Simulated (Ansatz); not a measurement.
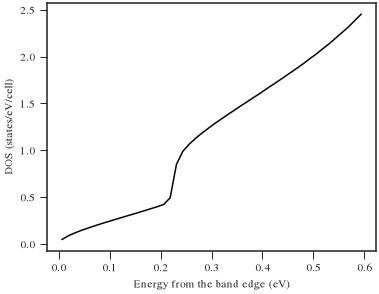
Figure: Density of states of AlN (P6_3mc) below the valence band maximum, PBEsol with spin-orbit coupling, rigid bands run with Ansatz (a first-principles code); cell volume 41.8 Å³.

Task: What effective density of states at 300 K does this give (∫ g(E) exp(−E/k_BT) dE, both spins, divided by the cell's size)?

Result: 5.9e19 cm⁻³, a density-of-states mass of 1.77 mₑ, valleys and band degeneracy included.

Geometry: cell and atoms relaxed with PBEsol.
